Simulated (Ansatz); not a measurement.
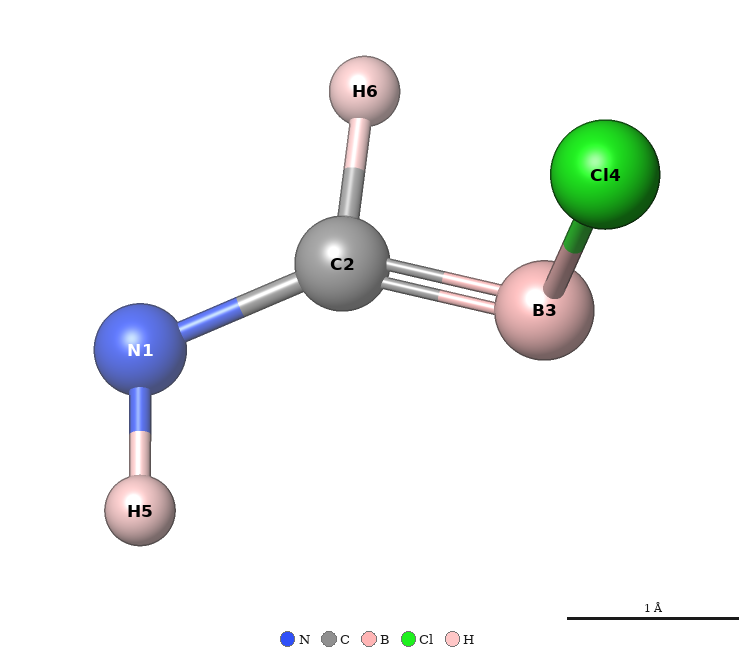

(Drawn from a calculation with Ansatz.)

Orthographic view. Depth is shown by fading: the farther an atom, the more it takes the colour of the background. Charge −1, singlet. Geometry: moved along internal coordinates away from the minimum.

Write a MOL file (V2000) with the atoms in numerical order, bonds sorted by atom number with the orders drawn, and coordinates in the frame of the picture: x right, y up, z towards the viewer, origin at the mean position.

```
CH2BClN
                    3D

  6  5  0  0  0  0  0  0  0  0999 V2000
   -1.2600   -0.3900   -0.4800 N   0  0  0  0  0  0  0  0  0  0  0  0
   -0.0800    0.1200   -0.3400 C   0  0  0  0  0  0  0  0  0  0  0  0
    1.1000   -0.1600    0.0300 B   0  0  0  0  0  0  0  0  0  0  0  0
    1.4600    0.6400    1.6400 Cl  0  0  0  0  0  0  0  0  0  0  0  0
   -1.2700   -1.3300   -0.0700 H   0  0  0  0  0  0  0  0  0  0  0  0
    0.0500    1.1200   -0.7800 H   0  0  0  0  0  0  0  0  0  0  0  0
  1  2  1  0
  1  5  1  0
  2  3  2  0
  2  6  1  0
  3  4  1  0
M  CHG  1   1  -1
M  END
```
